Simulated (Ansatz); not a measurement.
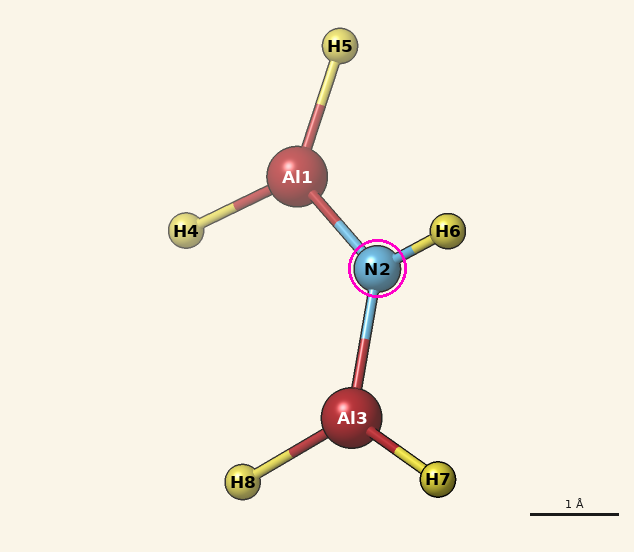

Orthographic view. Depth is shown by fading: the farther an atom, the more it takes the colour of the background. The geometry was computed by an optimisation with PBE0-D4/def2-TZVP.

Question: Name the neighbours of the circled atom.

Answer: The circled atom is N2; it is bonded to Al1, Al3, H6.

Question: Which atom is nearest the viewer?

Answer: H7, 1.7 Å in front of the mean position.

Question: Of Al1 and N2, which is nearer the viewer?

Answer: N2; the bond to Al1 points away from the viewer, so it looks shorter than its 1.79 Å.

Question: Which atom is farthest from the viewer?

Answer: H4, 1.6 Å behind the mean position.
